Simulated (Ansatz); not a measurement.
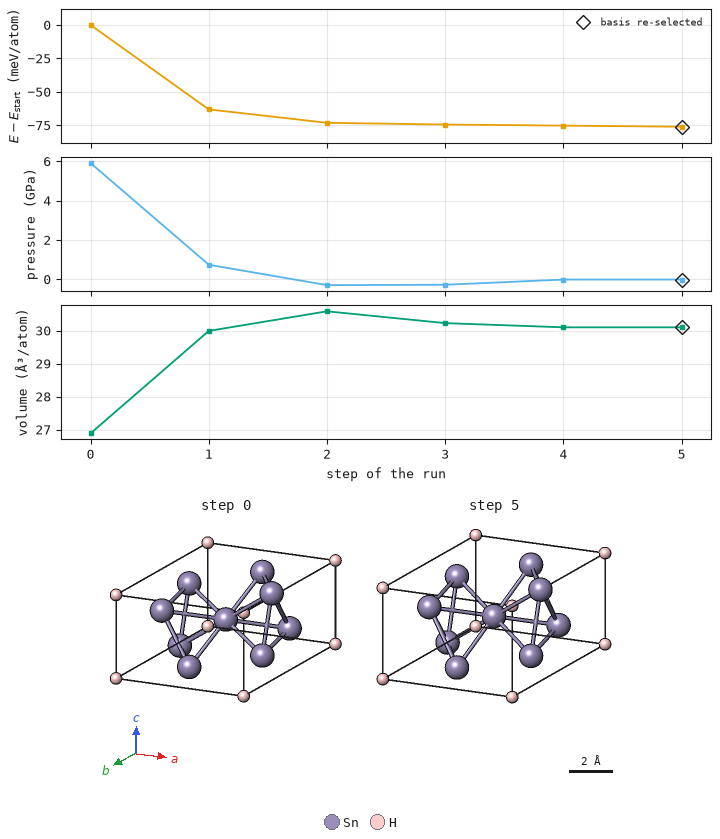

First and last geometry of a relaxation of crystalline Sn₅H (a generated structure, set up in P6/mmm) (coarse preliminary run), with the history of the run. A ball-and-stick model of the cell of the calculation, seen from a free direction.

The calculation used DFT PBE, scalar-relativistic, plane waves, PAW in Ansatz.

Input
```yaml
crystal:
  lattice:
    - [6.25512005, 0.0, 0.0]
    - [-3.12756003, 5.41709287, 0.0]
    - [0.0, 0.0, 4.76073468]
  atoms:
    - { symbol: Sn, position: [0.33333333, 0.66666667, 0.0] }
    - { symbol: Sn, position: [0.66666667, 0.33333333, 0.0] }
    - { symbol: Sn, position: [0.5, 0.0, 0.5] }
    - { symbol: Sn, position: [0.5, 0.5, 0.5] }
    - { symbol: Sn, position: [0.0, 0.5, 0.5] }
    - { symbol: H, position: [0.0, 0.0, 0.0] }
basis:
  ecutwfc: 420
kpoints:
  mp_grid: { grid: [3, 3, 4] }
hamiltonian:
  xc: pbe
scf:
  occupations: { method: gaussian, width: 0.1 }
  lower_state_search: "off"
output:
  forces: true
  stress: true
  eigenvalues: true
relax:
  adjacent_minimum: "off"
  f_tol: 0.04
  max_steps: 70
  cell: { stress_tol: 0.4 }
```

Run as
```bash
ansatz run input.yaml --threads 1 --pin off --max-ram 2560MiB --backend cpu --events-out ev --progress --plain --runs-dir out
```

What do the curves and the structures tell?

It converged. The energy falls by 76.0 meV per atom in 4 accepted moves (5 points after the start). All forces vanish by symmetry, so only the cell relaxes. The pressure goes from 5.91 to −0.01 GPa. At 1 point the geometry stayed and the basis and grid were re-selected for the new cell (energy shift of 0.8 meV per atom at most each time). The atoms keep their places relative to the cell (all moves are under 0.005 Å). The drawn cell changes as follows: a = b 6.255 → 6.335 Å (+1.3 %), c 4.761 → 5.196 Å (+9.1 %); the volume changes by +12.0 %. Among the contacts that change: Sn1–Sn3 2.988 → 3.177 Å, Sn3–Sn4 3.128 → 3.168 Å. Among the angles between lasting bonds that change: Sn3–Sn1–Sn3 105.6° → 109.7°, Sn3–Sn1–Sn4 63.1° → 59.8°. The space group stays P6/mmm (No. 191). Cost: 54 s on 1 thread of AMD EPYC (Zen 3) (shared host), peak memory 0.45 GiB.
